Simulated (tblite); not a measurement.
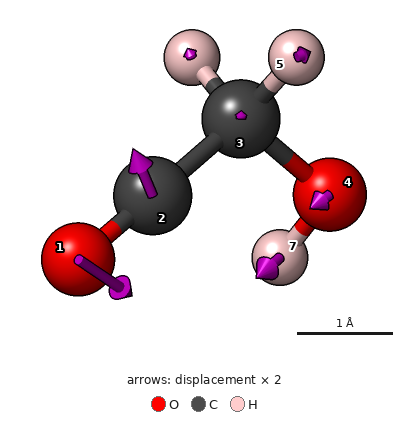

A relaxation of C$_{2}$H$_{3}$O$_{2}$ (multiplicity 2). The starting structure is drawn; purple arrows show the displacements, magnified 2 times. The two geometries are superimposed by the best rigid fit.

Style: ball-and-stick. Shown from a free direction.

Level of theory: GFN2-xTB geometry optimisation, gas phase (tblite). 

What did the optimiser do to the structure, and how much energy did it gain?

Answer. Over 45 geometry steps the energy falls by 50.8 kJ/mol. An O atom moves most after the best rigid fit: 0.51 Å. By element the largest moves are O 0.51 Å, C 0.30 Å, H 0.25 Å. Some distances before and after: C–C 1.451 → 1.490 Å, C–O 1.431 → 1.405 Å, H–O 0.980 → 0.965 Å, C–H 1.095 → 1.102 Å. Bond angles that change, for instance: O–C–C 178.2° → 131.4°, C–C–H 111.9° → 105.9°, O–C–H 107.5° → 111.8°.
